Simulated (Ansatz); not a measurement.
C2H2FGa

The calculation's input:

```
crystal:
  periodic: [false, false, false]
  atoms:
    - {symbol: F, position_ang: [-0.223366, -2.323813, 0.540829]}
    - {symbol: Ga, position_ang: [-0.911584, -1.105785, 1.681981]}
    - {symbol: C, position_ang: [0.426569, 0.292098, -0.767250]}
    - {symbol: C, position_ang: [0.168744, 1.397279, -0.379676]}
    - {symbol: H, position_ang: [0.636120, -0.707654, -1.076099]}
    - {symbol: H, position_ang: [-0.054483, 2.383875, -0.045885]}
basis:
  gaussian: {orbitals: def2-TZVPP}
hamiltonian: {xc: pbe0, dispersion: d4}
output: {orbitals: {seedname: orbitals}}
```

Run with:

```sh
ansatz run in.yaml --threads 2 --pin off --events-out ev --progress --plain --max-ram 4352MiB
```

Geometry: PBE0-D4/def2-TZVP; at this geometry the atoms fall into two loosely joined parts.

The calculation used RKS PBE0-D4/def2-TZVPP in Ansatz 0.2.0.

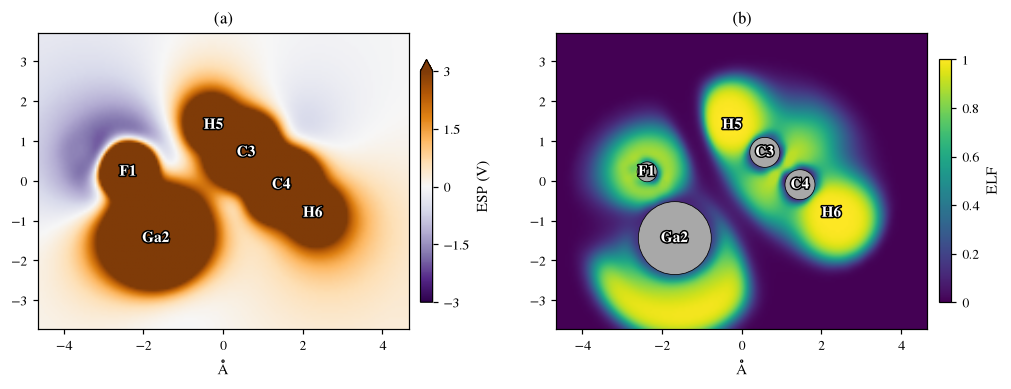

Figure 1. (a) electrostatic potential; (b) electron localisation function on the molecular plane. Grey discs cover the atomic cores in the ELF map.

Q: Interpret the plot.

A:
- The section cuts through F, Ga, C and H sites.
- C–C (1.20 Å): the ELF peaks at about 0.85 between the atoms; a multiple bond.
- Ga–F (1.81 Å): the ELF peaks at about 0.85 in the valence shell of F, 0.5 Å from its nucleus, and is about 0.15 at the midpoint.
- C–H (1.07 Å): the ELF climbs to about 1 towards the hydrogen, as it does in any bond to H (a covalent bond by its length).
- The ELF also peaks beside F1, away from the bonds: lone-pair regions.
- Outside the dense part of the molecule the potential is most negative (−2.0 V) near F1.

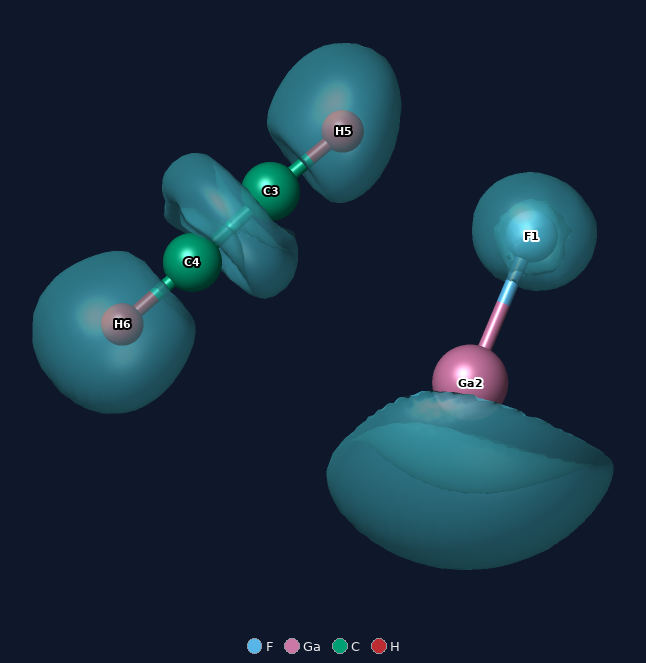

Figure 2. Isosurface of the electron localisation function at 0.8 (cyan), seen across its widest extent. Only the valence region is drawn (cores and ρ < 0.01 e/Å³ removed).

Q: What do the ELF domains correspond to?

A: The ELF exceeds this value in one region between bonded C–C atoms (shared pairs), two regions around hydrogen nuclei, one lobe on Ga, pointing away from the bonds (lone pairs) and one region wrapped around F (its valence shell).

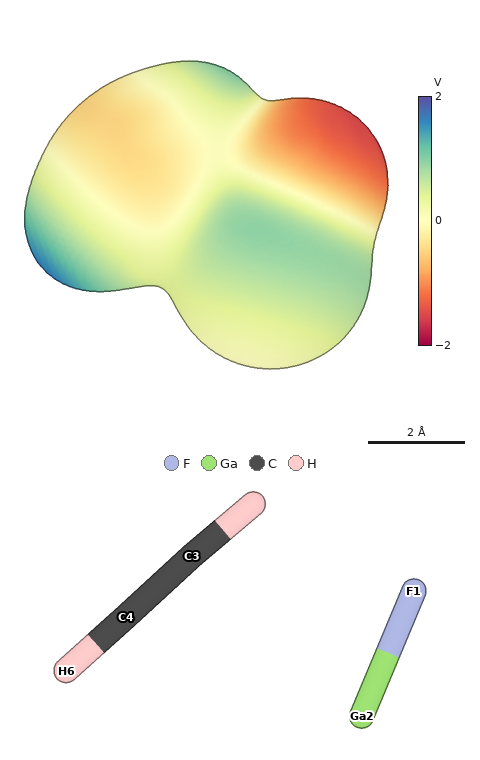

Figure 3. The molecular electrostatic potential painted on the density surface at 0.001 e/bohr³, seen across its widest extent; the colour scale runs from red (negative) to blue (positive). The bare structure is drawn below in the same view.

Q: Which sites attract a positive test charge, and which a negative one?

A: A positive charge is drawn to the negative regions and a negative charge to the positive ones. The most negative region (about −1.5 V) lies over F1, the most positive (about +1.6 V) over H6.
